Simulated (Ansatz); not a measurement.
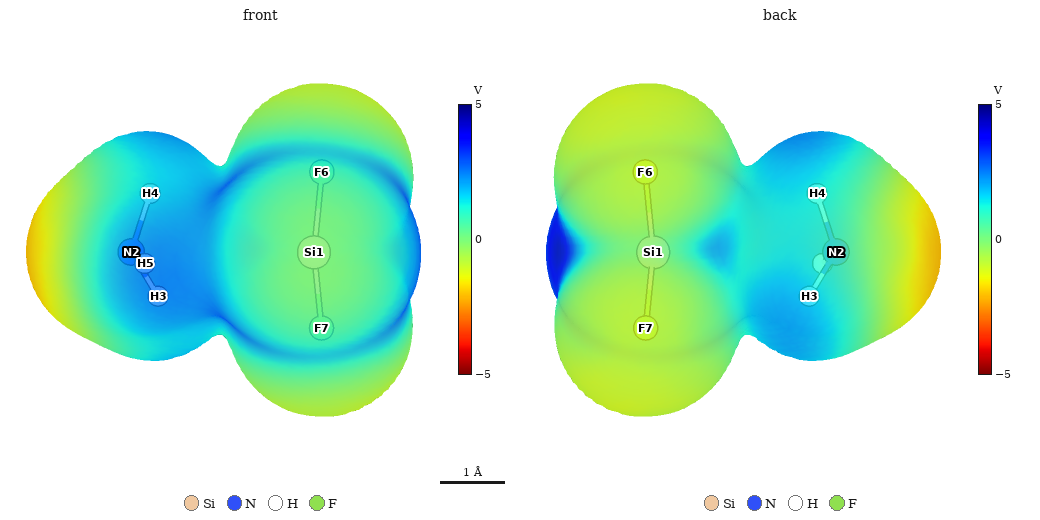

Figure 1: F2Si···NH3. The electrostatic potential painted on the density surface at 0.004 e/bohr³, seen from the front and from behind; red is negative and blue positive.

Not at a stationary point (largest force 1.1 eV/Å).

Computed with RHF/def2-SVP in Ansatz 0.2.0.

```json
{"atom": "Si", "x (Å)": "-0.0393", "y (Å)": "0.0897", "z (Å)": "-0.8296"}
{"atom": "N", "x (Å)": "1.4576", "y (Å)": "-0.1444", "z (Å)": "1.7800"}
{"atom": "H", "x (Å)": "0.6861", "y (Å)": "-0.7725", "z (Å)": "1.9092"}
{"atom": "H", "x (Å)": "1.1488", "y (Å)": "0.8095", "z (Å)": "1.8127"}
{"atom": "H", "x (Å)": "1.9445", "y (Å)": "-0.3422", "z (Å)": "0.8997"}
{"atom": "F", "x (Å)": "-0.6755", "y (Å)": "1.3979", "z (Å)": "-0.1281"}
{"atom": "F", "x (Å)": "-0.9711", "y (Å)": "-1.0380", "z (Å)": "-0.1446"}
```

Which sites attract a positive test charge, and which a negative one?

Answer. A positive charge is drawn to the negative regions and a negative charge to the positive ones. The most negative region (about −2.1 V) lies over N2, the most positive (about +4.1 V) over Si1. N2 is the likeliest acceptor of a hydrogen bond.
